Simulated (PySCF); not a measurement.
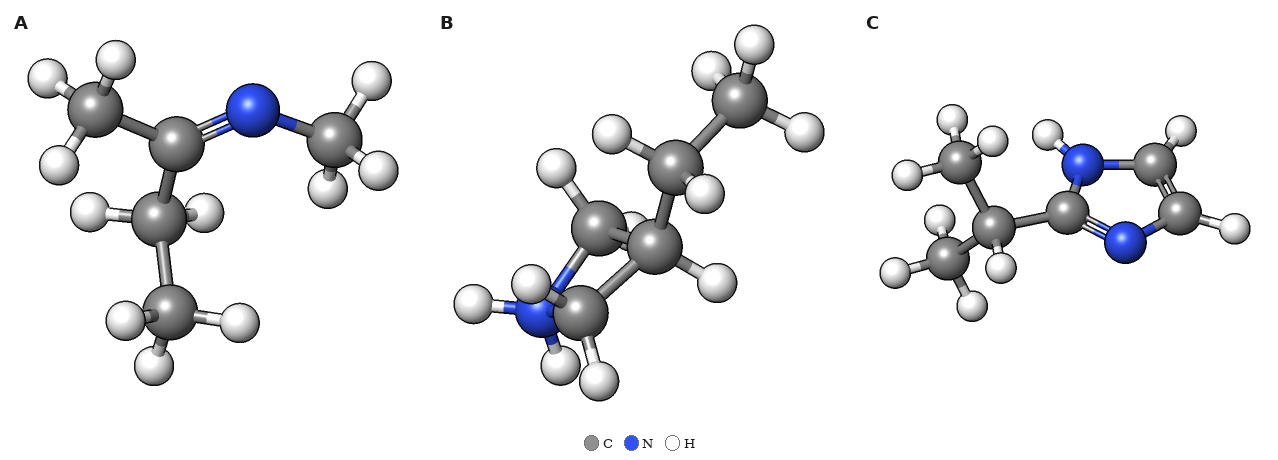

The picture comes from a calculation with PySCF.

Question: Match each picture to its SMILES.
(1) CC(C)c1ncc[nH]1
(2) CC/C(C)=N\C
(3) CCC1C[NH2+]C1

Answer: A is (2), B is (3), C is (1).
